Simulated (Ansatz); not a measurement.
```yaml
atoms:
  - { symbol: Sn, position_ang: [-1.1210, -0.1240, -0.2827] }
  - { symbol: Br, position_ang: [2.3891, -1.6728, 0.3817] }
  - { symbol: H, position_ang: [-0.5943, -1.2020, -1.5022] }
  - { symbol: H, position_ang: [-1.1179, -0.8196, 1.2815] }
  - { symbol: H, position_ang: [-2.6750, 0.5078, -0.6626] }
  - { symbol: H, position_ang: [2.1839, -0.2563, 0.0064] }
  - { symbol: S, position_ang: [0.4638, 1.7426, -0.2865] }
  - { symbol: H, position_ang: [0.4714, 1.8242, 1.0643] }
```

Core potentials replace the inner electrons of Sn; not at a stationary point (largest force 0.8 eV/Å).

The calculation used Ansatz 0.2.0, RKS B3LYP-D4/def2-SVP.

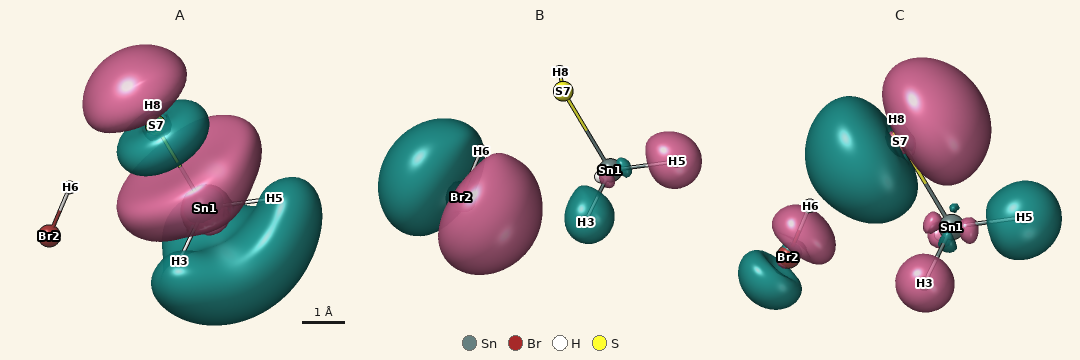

H4SSn···HBr. Three frontier orbitals at ±0.06 Å⁻³ᐟ² (teal and pink are the two phases), in no order.

Which picture is the HOMO−1, the HOMO and the LUMO?

Answer. B is the HOMO−1 (−7.96 eV). By Hirshfeld shares it lies mainly on Br2 (about 90 %); largely a lone pair of Br2. C is the HOMO (−7.19 eV). By Hirshfeld shares it lies mainly on S7 (about 80 %) and Sn1 (about 5 %); largely a lone pair of S7. A is the LUMO (−0.85 eV). Its weight (Hirshfeld) is mainly on Sn1 (about 50 %) and S7 (about 30 %).

What is the HOMO–LUMO gap?

Answer. 6.34 eV between the orbital energies.
